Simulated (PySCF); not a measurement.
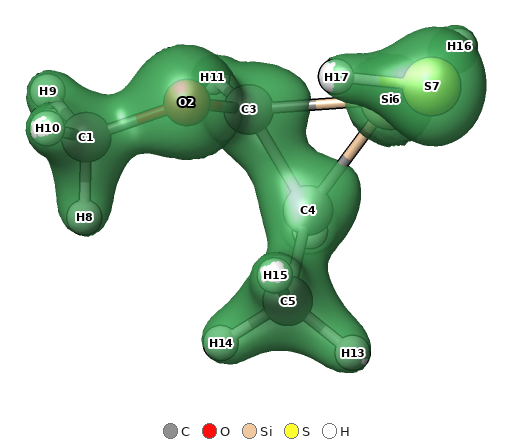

C$_{4}$H$_{10}$OSSi. Isosurface of the total electron density at 1 e/Å³ (green), seen at a tilt.

Geometry: GFN2-xTB.

Method: PBE0/pcSseg-1, SCF density, gas phase, non-relativistic in PySCF 2.14.0.

```xyz
17

C     1.8880   -0.5948    1.0379
O     1.1566    0.4660    0.4677
C    -0.1910    0.4958    0.8504
C    -1.2139   -0.3108    0.0033
C    -0.7011   -1.2167   -1.0925
Si   -1.3271    1.5656   -0.2109
S    -0.3462    2.4667   -1.8784
H     1.4759   -1.5685    0.7577
H     1.8965   -0.5165    2.1318
H     2.9054   -0.5077    0.6602
H    -0.3226    0.4134    1.9292
H    -1.9742   -0.7863    0.6150
H    -1.4737   -1.3885   -1.8402
H    -0.4017   -2.1843   -0.6885
H     0.1584   -0.7674   -1.5858
H    -2.3982    2.3660    0.3315
H     0.8618    2.0801   -1.4982
```

### Which contacts does the surface bridge?

At this value the surface falls into four separate pieces. It bridges the sampled C–O (1.40 Å) and C–C (1.51 Å) contacts, where the density stays above the isovalue. It is pinched off along the sampled C–Si (1.89 Å) and Si–S (2.13 Å) contacts. On the grid the lowest density along these lines, outside the cores, is 1.8 e/Å³ (C–O, 1.40 Å), 1.6 e/Å³ (C–C, 1.51 Å), 0.73 e/Å³ (C–Si, 1.89 Å) and 0.66 e/Å³ (Si–S, 2.13 Å).
